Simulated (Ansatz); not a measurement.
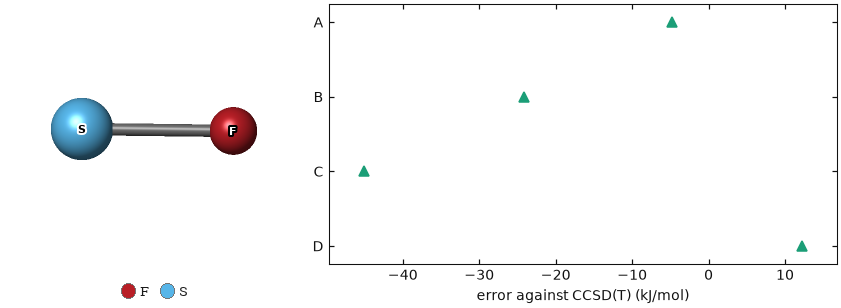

Error in the electronic atomisation energy (method less reference, so positive means overbinding) of SF, doublet: functionals in def2-TZVPP against frozen-core CCSD(T) at the limit (scheme: direct), which gives 352.5 kJ/mol, at a PBE0-D4/def2-TZVP geometry (a minimum by its frequencies), no zero-point or spin-orbit term, the Ansatz code 0.2.0. The reference leaves out core correlation, a term that grows with the number of heavy atoms. B2PLYP holds a correlation term that converges slowly with the basis, so part of the distance to the limit is basis error. No dispersion term is added to B2PLYP.

**The letters stand for B2PLYP, BHLYP-D4, r2SCAN0-D4 and ωB97X-V. Which is which?**

A: B2PLYP (−4.8 kJ/mol); B: r2SCAN0-D4 (−24.2 kJ/mol); C: BHLYP-D4 (−45.1 kJ/mol); D: ωB97X-V (12.2 kJ/mol).
